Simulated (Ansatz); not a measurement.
# AlCl2F4H3MoO: what the fields show

The calculation's input:

```
crystal:
  periodic: [false, false, false]
  atoms:
    - { symbol: Mo, position_ang: [0.0001, -0.058366, -0.190769] }
    - { symbol: F, position_ang: [-0.132338, -0.534591, 1.555448] }
    - { symbol: Cl, position_ang: [2.332167, -0.470275, -0.089774] }
    - { symbol: F, position_ang: [0.313627, 1.732014, -0.466434] }
    - { symbol: F, position_ang: [-1.78685, 0.392448, -0.055717] }
    - { symbol: F, position_ang: [-0.375357, -1.861638, -0.446341] }
    - { symbol: Cl, position_ang: [-0.008758, -0.136848, -2.505168] }
    - { symbol: O, position_ang: [1.24392, 1.575242, 2.082289] }
    - { symbol: Al, position_ang: [2.954067, 1.262709, 1.829856] }
    - { symbol: H, position_ang: [3.712382, 0.256513, 2.818046] }
    - { symbol: H, position_ang: [3.682228, 2.292642, 0.850823] }
    - { symbol: H, position_ang: [0.757713, 1.002551, 2.722542] }
basis:
  gaussian: { orbitals: def2-SVP }
hamiltonian:
  xc: pbe
relax:
  f_tol: 0.03
  max_steps: 50
output:
  orbitals: {}
```

Command:

```sh
ansatz run input.yaml --threads 4 --pin off --max-ram 5120MiB --backend cpu --events-out ev --progress --plain --runs-dir out
```

The fields are those of the run's last geometry, not of the input's.

Core potentials replace the inner electrons of Mo.

All numbers below come from Ansatz, RKS PBE/def2-SVP.

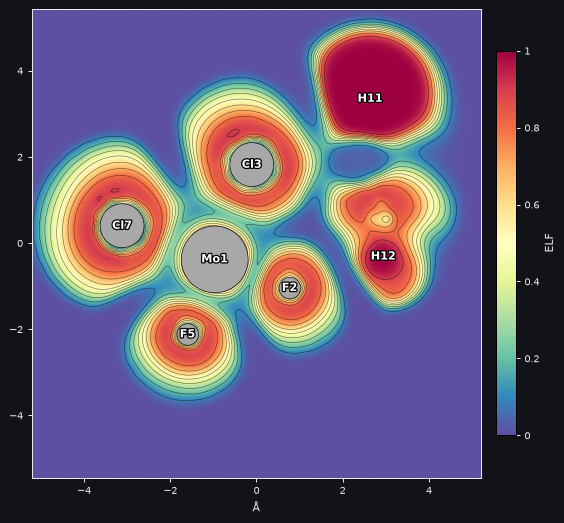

Figure 1. Electron localisation function on the plane of atoms Cl3, Mo1 and Cl7. Grey discs cover the atomic cores.

Interpret the plot.

Atoms in the plane: Mo, F, Cl and H.
Mo–F (1.86 Å): the ELF peaks at about 0.85 in the valence shell of F, 0.5 Å from its nucleus, and drops to about 0.20 between the two atoms.
Mo–Cl (2.29 Å): the ELF peaks at about 0.85 in the valence shell of Cl, 0.8 Å from its nucleus, and is about 0.35 at the midpoint.
Mo–Cl (2.36 Å): the ELF peaks at about 0.85 in the valence shell of Cl, 0.8 Å from its nucleus, and is about 0.35 at the midpoint.

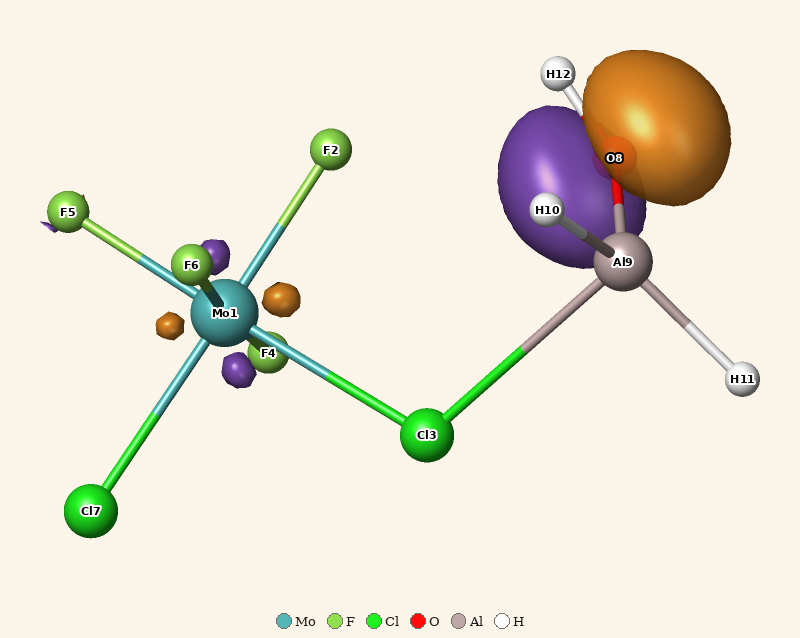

Figure 2. The HOMO−1 at ±0.2 Å⁻³ᐟ² (orange and purple are the two phases), seen at an oblique angle.

Where does this orbital lie, and at what energy?

It lies mainly on O8 (about 70 %) and Al9 (about 10 %); largely a lone pair of O8. Its energy is −7.43 eV.
